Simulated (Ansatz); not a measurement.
## Electronic structure of BF3PSi (doublet) in real space

```xyz
6

B    -1.2591   -1.7042   -0.4015
F    -2.0575    0.5342    3.4597
F    -1.1865   -2.8325    0.3168
F    -1.0763   -1.8292   -1.7163
P    -1.6002    0.0566    0.2942
Si   -1.7536   -0.5942    2.3086
```

Geometry: PBE-D3(BJ)/def2-SVP.

These are results of isolated molecule in a Gaussian basis; Kohn-Sham density functional theory, functional PBE0 (Ansatz 0.2.0), not measurements.

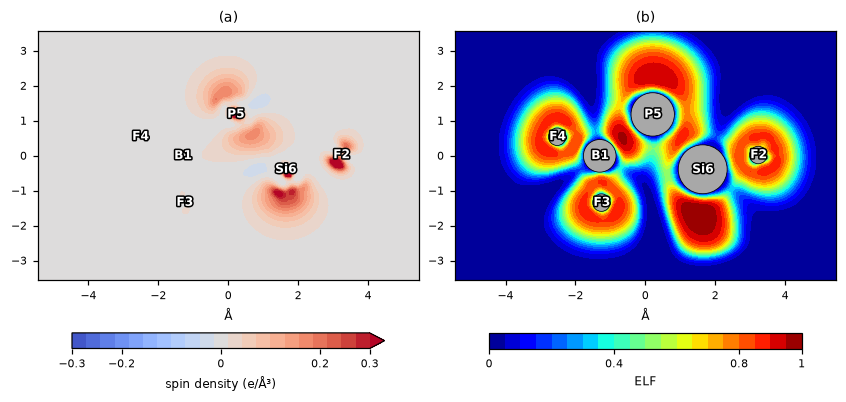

Figure 1. (a) spin density (α minus β); (b) electron localisation function on the molecular plane. Grey discs cover the atomic cores in the ELF map.

What does the map show?

The plane passes through B, F, P and Si nuclei.
B–F (1.33 Å): the ELF peaks at about 0.85 between the atoms (a shared but strongly polarised pair).
Si–F (1.64 Å): the ELF peaks at about 0.85 in the valence shell of F, 0.5 Å from its nucleus, and is about 0.50 at the midpoint.
B–P (1.92 Å): the ELF peaks at about 0.95 between the atoms, as expected for a shared electron pair.
Si–P (2.12 Å): the ELF peaks at about 0.85 between the atoms, as expected for localised, covalent bonding.
The ELF also peaks beside Si6, F3, F2, F4 and P5, away from the bonds: non-bonding electrons, paired or unpaired.
The unpaired spin (1 electron) lies mostly on Si6 (about 0.6) and P5 (about 0.3), in electrons by Hirshfeld's partition.

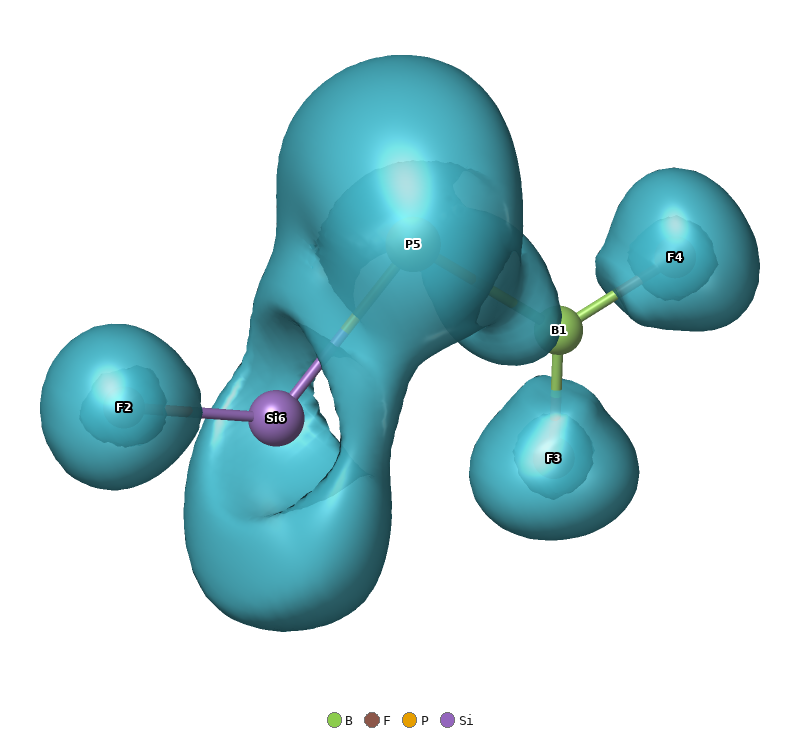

Figure 2. Isosurface of the electron localisation function at 0.75 (cyan), seen at a tilt. Only the valence region is drawn (cores and ρ < 0.01 e/Å³ removed).

Where are the electrons localised?

The ELF exceeds this value in two regions on F in which the atom's valence shell and bonds are merged, one region wrapped around F (its lone pairs, merged into a ring or cap) and one joined region spread over several atoms (P, Si), in which their bonds and any lone pairs are merged.

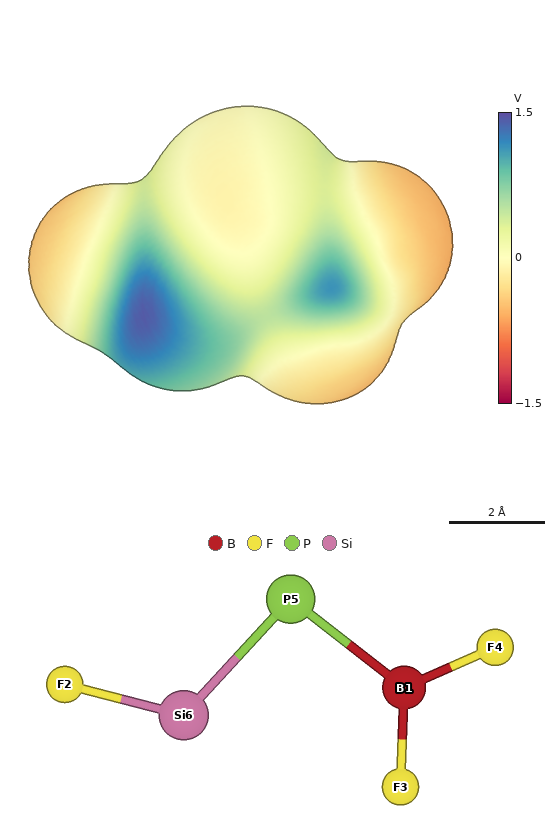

Figure 3. The electrostatic potential painted on the density surface at 0.001 e/bohr³, seen across its widest extent; red is negative and blue positive. The bare structure is drawn below in the same view.

Where is the surface potential most negative and most positive?

The most negative region (about −0.6 V) lies over F4, the most positive (about +1.4 V) over Si6.

What dipole moment does the calculation give?

Its dipole moment is 1.24 D.
